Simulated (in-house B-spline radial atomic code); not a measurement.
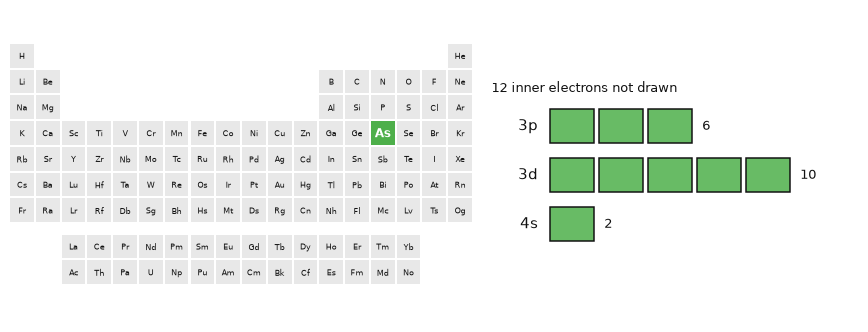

**Figure 1.** Left, the place of arsenic in the periodic table; right, the outer shells as the input fills them: a box for each of the 2l + 1 orbitals, shaded by the share of the shell that is filled, with the electron count at the right.

## RPA and GW calculation, with input and output: As³⁺

- system: As³⁺, configuration [Ar] 3d10 4s2, inside a hard wall of radius 3 bohr.
- method: RPA, second-order and SOSEX correlation energies and G0W0 (contour deformation) on a non-relativistic mean field, all electrons, B-spline basis (in-house B-spline radial atomic code)

### Summary

| quantity | value |
| --- | --- |
| outcome | converged |
| mean-field total energy | −2231.95815 hartree |
| total energy with exact exchange alone | −2231.95815 hartree |
| exact exchange energy | −80.71738 hartree |
| RPA correlation, extrapolated in the angular momentum of the empty orbitals | −2.09160 hartree |
| RPA correlation, as summed | −2.06490 hartree |
| direct second-order term | −2.37696 hartree |
| second-order exchange term | 0.69290 hartree |
| SOSEX term | 0.64180 hartree |
| hardware | 1 thread of Arm Neoverse V2, 128 GiB of memory available, shared host |
| wall time | 1 s |

### Remarks

Limits: relativity is absent.

### The input
```
Z = 33
electrons = 30.0
configuration = [Ar] 3d10 4s2
hamiltonian = nr
method = hf
lmax = 9
wall_radius = 3
spin_polarised = False
box_radius = 3
intervals = 45
```

The run was one of a batch that the task file lists, launched with:
```bash
python <driver script> task.json out
```

The program writes its results to a structured record and prints no log; tables and figures of this report are taken from that record.

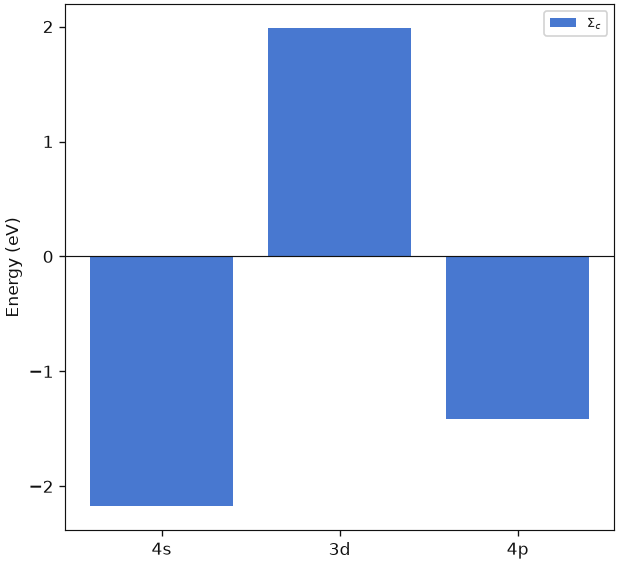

**Figure 2.** The G₀W₀ correction to each level (on Hartree–Fock the correlation self-energy alone) for As³⁺ ([Ar] 3d¹⁰ 4s²). All-electron spherical atom, non-relativistic, Hartree-Fock start, no spin-orbit coupling, Breit or QED terms; computed with a B-spline radial code, inside a hard wall of radius 3 bohr. The quasi-particle equation is solved at full frequency; levels of low quasi-particle weight Z are left out. Σ columns are in eV, and Σc holds an estimate for the angular momenta beyond the basis. G₀W₀ moves the highest occupied level, 4s, from −43.00 to −45.17 eV (renormalisation factor Z = 0.98). The empty level 4p goes from −18.30 to −19.72 eV.

| Level | Mean field (eV) | Σc (eV) | Z | G₀W₀ (eV) |
| --- | --- | --- | --- | --- |
| 4s | −43.00 | −2.17 | 0.98 | −45.17 |
| 3d | −89.03 | 1.99 | 0.96 | −87.05 |
| 4p | −18.30 | −1.42 | 0.97 | −19.72 |
